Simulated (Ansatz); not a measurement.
**Computed energy over volume and axial ratio: Pt (fcc, Cu type)**

Pt (fcc, Cu type)

```
CELL_PARAMETERS angstrom
      0.00000     1.97014     1.97014
      1.97014     0.00000     1.97014
      1.97014     1.97014     0.00000
ATOMIC_POSITIONS crystal
  Pt 0.00000 0.00000 0.00000
```

Two coordinates are scanned: the volume, and the ratio of the stretch along z (the conventional c axis) to the stretch across it. Atoms keep their fractional coordinates.

Level of theory: r2SCAN (plane waves to 500 eV, PAW, scalar-relativistic; Ansatz, a quantum-chemistry and plane-wave program). k mesh 20×20×20 (Γ-centred), Fermi-Dirac smearing 0.05 eV. The energy includes the smearing's −TS. With partly filled bands, the response to shear is sensitive to the k mesh, so small differences along c/a are uncertain. Pt is run without spin polarisation. Pt was relaxed with its symmetry unable to fall. Spin-orbit coupling is left out, though Pt is heavy. The zero of ΔE is the relaxed starting cell.

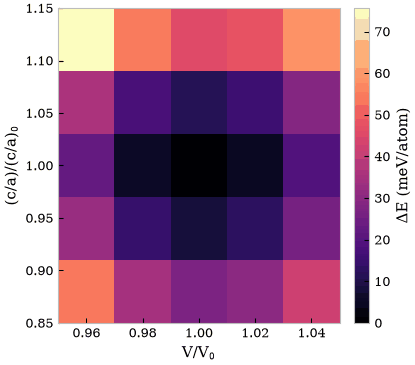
Fig. 1. ΔE (meV/atom) over the 5×5 grid of computed points.

Lowest place on the grid: V/V₀ = 1.000, (c/a)/(c/a)₀ = 1.000 (0 meV/atom). Highest place on the grid: V/V₀ = 0.960, (c/a)/(c/a)₀ = 1.120 (76 meV/atom).

(A scan under strain: stresses follow from slopes of the energy per volume, elastic moduli from its curvatures.)
